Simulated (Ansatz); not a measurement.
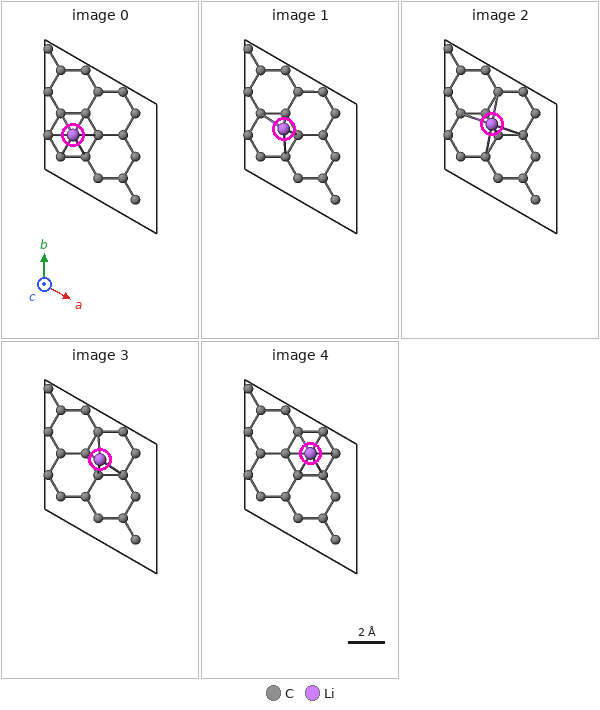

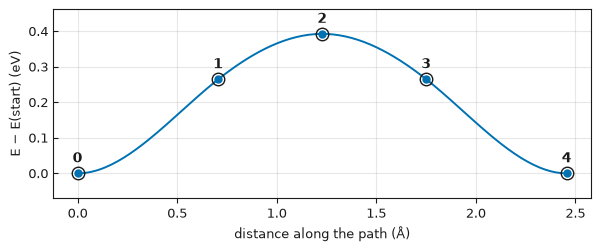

A search for the minimum-energy path of Li on graphene monolayer (19 atoms in the cell) by the nudged elastic band. Images are numbered from 0 (start) to 4 (end). Style: ball-and-stick. Shown: the simulation cell, with the vacuum cut short (origin moved), along the c axis. The moving atom is ringed, with any periodic copies. Bonds to atoms that aren't drawn are left out.

Theory: DFT LDA, scalar-relativistic, plane waves, PAW in Ansatz. Settings: plane-wave cutoff 420 eV; k-point mesh 2 × 2 × 1; Fermi-Dirac smearing 0.05 eV; spin collinear; 3 movable images; climbing image; force threshold 0.03 eV/Å; iteration limit 80; starting path by image-dependent pair potential.

Read off the barrier and say what moves.

Answer. The two ends have the same energy, and the highest point, image 2, lies 0.39 eV above the start. The adsorbate starts on a bridge site and hops by a lattice vector of the surface; other mechanisms, such as exchange with a surface atom, weren't searched. The Li atom travels furthest, 2.47 Å from end to end, on a path that bends up to 0.21 Å away from the straight line. At the highest image its nearest neighbour (C) is 2.03 Å away, against 2.17 Å at the start, and the surrounding atoms stand up to 0.07 Å off the mean of their end positions. The band converged in 8 iterations. The largest component of the band force went from 1.6 to 0.0096 eV/Å. The climbing image converged on the top of the path. A check of its curvatures didn't confirm a first-order saddle.

Limits of the set-up: the k-point mesh is coarse for a cell with partly filled bands; the periodic images lie only 7.4 Å apart, so the values are limited by the cell's size.
